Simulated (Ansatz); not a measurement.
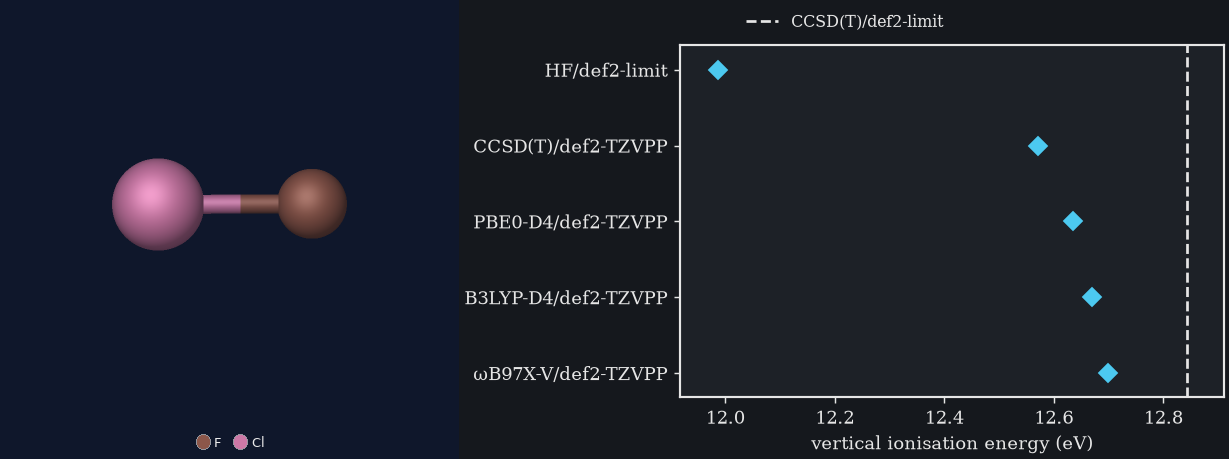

Vertical ionisation energy of ClF, taken as the energy of the cation less that of the neutral at fixed geometry (unrestricted doublet cation, cores frozen in correlated methods, no spin-orbit coupling), the Ansatz code 0.2.0, at a PBE0-D4/def2-TZVP geometry (a minimum by its frequencies). Limit means an estimate of the basis limit from triple and quadruple zeta; for coupled cluster it is either extrapolated directly or built as the MP2 limit plus the step from MP2 in triple zeta. The distance of CCSD(T)/def2-TZVPP to the limit includes basis error.

Which level comes closest to the line (CCSD(T)/def2-limit), and which misses most?

Closest ωB97X-V/def2-TZVPP (12.70 eV), against 12.84 eV; farthest HF/def2-limit (11.99 eV).

Give the values.

| level | eV | less CCSD(T)/def2-limit |
| --- | --- | --- |
| HF/def2-limit | 11.99 | −0.86 |
| CCSD(T)/def2-TZVPP | 12.57 | −0.27 |
| PBE0-D4/def2-TZVPP | 12.64 | −0.21 |
| B3LYP-D4/def2-TZVPP | 12.67 | −0.17 |
| ωB97X-V/def2-TZVPP | 12.70 | −0.14 |
| CCSD(T)/def2-limit | 12.84 | 0.00 |
